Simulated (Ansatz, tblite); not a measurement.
# BiH2(CF3) (CH₂BiF₃): spin-state energies by level

Is the singlet the ground state of BiH2(CF3) (CH₂BiF₃)? Other spin states are computed and compared level by level.

The runs use Ansatz 0.2.0, Gaussian basis; as each input shows.

Levels to be run: triplet, at the geometry of the singlet (GFN1-xTB, GFN2-xTB, PBE0-D4/def2-TZVP, PBE-D4/def2-TZVP, r2SCAN-D4/def2-TZVP); the singlet's energies come from earlier runs.

### Step 1. The structure

The singlet was relaxed beforehand with r2SCAN-D4/def2-SVP.

7 atoms, charge 0, spin multiplicity 1.

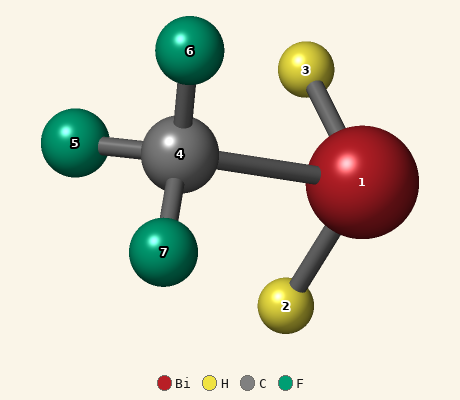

The geometry (bismuth red, hydrogen yellow, carbon grey, fluorine teal); atoms are numbered from 1 in the order of the file.

Coordinates:

| atom | x (Å) | y (Å) | z (Å) |
| --- | --- | --- | --- |
| Bi1 | 0.5345 | 0.9776 | 1.1317 |
| H2 | 1.9915 | 0.9146 | 0.0791 |
| H3 | -0.2071 | 2.1895 | 0.0290 |
| C4 | -0.4243 | -0.7389 | -0.1277 |
| F5 | -0.3953 | -0.5306 | -1.4503 |
| F6 | -1.7134 | -0.9117 | 0.2253 |
| F7 | 0.2141 | -1.9004 | 0.1128 |

Bi takes a core potential in the def2 sets. No spin-orbit coupling is included.

### Step 2. Triplet at the fixed geometry, GFN1-xTB

Tight binding, by tblite at 300 K electronic temperature and without a spin-polarisation term:

```python
tblite.interface.Calculator('GFN1-xTB', numbers, positions, charge=0, uhf=2).singlepoint()
```

Energy -560.4920 eV; 0.009 s.

### Step 3. Triplet at the fixed geometry, GFN2-xTB

Tight binding, by tblite at 300 K electronic temperature and without a spin-polarisation term:

```python
tblite.interface.Calculator('GFN2-xTB', numbers, positions, charge=0, uhf=2).singlepoint()
```

Energy -530.0840 eV; 0.013 s.

### Step 4. Triplet at the fixed geometry, PBE0-D4/def2-TZVP

The input, in.yaml:

```yaml
crystal:
  periodic: [false, false, false]
  atoms:
    - {symbol: Bi, position_ang: [0.534474, 0.977613, 1.131670]}
    - {symbol: H, position_ang: [1.991519, 0.914600, 0.079088]}
    - {symbol: H, position_ang: [-0.207099, 2.189490, 0.029035]}
    - {symbol: C, position_ang: [-0.424301, -0.738902, -0.127697]}
    - {symbol: F, position_ang: [-0.395311, -0.530618, -1.450289]}
    - {symbol: F, position_ang: [-1.713387, -0.911745, 0.225335]}
    - {symbol: F, position_ang: [0.214105, -1.900437, 0.112847]}
basis:
  gaussian: {orbitals: def2-TZVP}
magnetization: {spin_polarized: true, initial_magnetization: 2}
hamiltonian: {xc: pbe0, dispersion: d4}
scf: {omitted_lower_state_checks: [starts]}
output: {orbitals: {seedname: orbitals}}
```

Started as:

```sh
$ ansatz run in.yaml --threads 4 --pin off --events-out ev --progress --plain --max-ram 3916MiB
```

The program printed:

```text
Functional definition: PBE0
  name "PBE0"
  cite "Adamo & Barone, J. Chem. Phys. 110, 6158 (1999) doi:10.1063/1.478522"
  cite "Perdew, Burke & Ernzerhof, Phys. Rev. Lett. 77, 3865 (1996) doi:10.1103/PhysRevLett.77.3865"
  parent pbe
  parameter a = 0.25
  parameter kappa = 0.804
  parameter beta = 0.06672455060314922
  exchange = (1 - a)*pbe_x(kappa = kappa, mu = beta*pi^2/3) + a*exact_x
  correlation = pbe_c(beta = beta)
these checks for a lower state are left out or cut short: starts
1141 factors; their error is unknown
mean field evaluation 1: about -15048.4531 eV, gradient 2.6e1 eV
mean field evaluation 2: about -15046.6794 eV, gradient 3.7e1 eV
mean field evaluation 4: about -15050.5634 eV, gradient 1.3e0 eV
mean field evaluation 8: about -15050.5797 eV, gradient 2.0e-1 eV
mean field evaluation 16: about -15050.6872 eV, gradient 3.1e-3 eV
mean field -15050.68722468 eV, -553.1025537847 hartree, gradient 3.1e-5 eV, S^2 2.008340; 0 other end points of the search recorded, 0 dependent functions left out
reference -15050.68725609 eV, -553.1025549392 hartree; 30, 28 occupied and 156, 158 virtual orbitals, 1141 factors
Total energy: -15050.81607101 eV, -553.1072888000 hartree
Checks for a lower state left out: starts
```

Wall time 8.5 s (4 threads of Intel Xeon at 2.50GHz, shared host); peak memory 0.56 GiB.

From the report: HOMO -3.71 eV, LUMO -5.87 eV (over both spins; with the spin held, an empty level of the minority spin lies below the top filled one); ⟨S²⟩ 2.008 (pure: 2.00).

### Step 5. Triplet at the fixed geometry, PBE-D4/def2-TZVP

start.molden holds the orbitals of an earlier run on this state, given as this run's starting guess.

in.yaml, as its differences from that of step 4:

```diff
@@ -11,5 +11,5 @@
 basis:
-  gaussian: {orbitals: def2-TZVP}
+  gaussian: {orbitals: def2-TZVP, initial_orbitals: start.molden}
 magnetization: {spin_polarized: true, initial_magnetization: 2}
-hamiltonian: {xc: pbe0, dispersion: d4}
+hamiltonian: {xc: pbe, dispersion: d4}
 scf: {omitted_lower_state_checks: [starts]}
```

Launched as before.

The program printed:

```text
Functional definition: PBE
  name "PBE"
  cite "Perdew, Burke & Ernzerhof, Phys. Rev. Lett. 77, 3865 (1996) doi:10.1103/PhysRevLett.77.3865"
  parent pbe
  parameter kappa = 0.804
  parameter beta = 0.06672455060314922
  exchange = pbe_x(kappa = kappa, mu = beta*pi^2/3)
  correlation = pbe_c(beta = beta)
these checks for a lower state are left out or cut short: starts
1096 factors; their error is unknown
mean field evaluation 1: about -15051.4719 eV, gradient 8.1e0 eV
mean field evaluation 2: about -15051.6391 eV, gradient 2.0e-1 eV
mean field evaluation 4: about -15051.6211 eV, gradient 3.7e-3 eV
mean field -15051.62114597 eV, -553.1368747591 hartree, gradient 6.8e-5 eV, S^2 2.004565; 0 other end points of the search recorded, 0 dependent functions left out
reference -15051.62118828 eV, -553.1368763141 hartree; 30, 28 occupied and 156, 158 virtual orbitals, 1096 factors
Total energy: -15051.77442808 eV, -553.1425077727 hartree
Checks for a lower state left out: starts
```

Wall time 5 s (4 threads of Intel Xeon at 2.50GHz, shared host).

From the report: HOMO -2.68 eV, LUMO -6.66 eV (over both spins; with the spin held, an empty level of the minority spin lies below the top filled one); ⟨S²⟩ 2.005 (pure: 2.00).

### Step 6. Triplet at the fixed geometry, r2SCAN-D4/def2-TZVP

in.yaml, as its differences from that of step 5:

```diff
@@ -13,3 +13,3 @@
 magnetization: {spin_polarized: true, initial_magnetization: 2}
-hamiltonian: {xc: pbe, dispersion: d4}
+hamiltonian: {xc: r2scan, dispersion: d4}
 scf: {omitted_lower_state_checks: [starts]}
```

Launched as before.

The program printed:

```text
Functional definition: r2SCAN
  name "r2SCAN"
  cite "Furness, Kaplan, Ning, Perdew & Sun, J. Phys. Chem. Lett. 11, 8208 (2020) doi:10.1021/acs.jpclett.0c02405"
  cite "Furness, Kaplan, Ning, Perdew & Sun, J. Phys. Chem. Lett. 11, 9248 (2020) doi:10.1021/acs.jpclett.0c03077"
  parent r2scan
  parameter k0 = 0.174
  parameter k1 = 0.065
  parameter a1 = 4.9479
  exchange = r2scan_x(k0 = k0, k1 = k1, a1 = a1)
  correlation = r2scan_c
these checks for a lower state are left out or cut short: starts
1096 factors; their error is unknown
mean field evaluation 1: about -15058.5803 eV, gradient 4.3e0 eV
mean field evaluation 2: about -15058.6254 eV, gradient 6.5e-2 eV
mean field evaluation 4: about -15058.6042 eV, gradient 7.1e-4 eV
mean field -15058.60420543 eV, -553.3934974611 hartree, gradient 7.2e-5 eV, S^2 2.010443; 0 other end points of the search recorded, 0 dependent functions left out
reference -15058.60422140 eV, -553.3934980477 hartree; 30, 28 occupied and 156, 158 virtual orbitals, 1096 factors
Total energy: -15058.63879961 eV, -553.3947687737 hartree
Checks for a lower state left out: starts
```

Run time: 9.6 s. Hardware: 4 threads of Intel Xeon at 2.50GHz, shared host.

From the report: HOMO -2.98 eV, LUMO -6.48 eV (over both spins; with the spin held, an empty level of the minority spin lies below the top filled one); ⟨S²⟩ 2.010 (pure: 2.00).

### Step 7. Triplet less singlet, vertical

The singlet's energies are those of its earlier runs, whose logs aren't repeated here.

| level | triplet less singlet, vertical (kJ/mol) | time |
| --- | --- | --- |
| GFN1-xTB | +648.7 | 0.021 s |
| GFN2-xTB | +610.9 | 0.019 s |
| PBE-D4/def2-TZVP | +431.9 | 7.4 s |
| r2SCAN-D4/def2-TZVP | +429.9 | 14 s |
| PBE0-D4/def2-TZVP | +438.0 | 13 s |

Times add the two runs; a level without a time comes out of a correlated run. Tight binding without a spin term can't rank spin states.

### Step 8. What came out

| quantity | value |
| --- | --- |
| triplet less singlet, vertical, functionals in def2-TZVP | +429.9 (r2SCAN-D4) to +438.0 kJ/mol (PBE0-D4) |

**Reading.** All functionals put the triplet above the singlet, over a spread of 8.1 kJ/mol. The checks for a lower triplet were left out, so another state of that spin may lie lower. These are electronic energies, without zero-point motion, entropy or surroundings. Spin-orbit coupling is left out too; for so heavy a metal it can shift spin gaps by tenths of an eV.
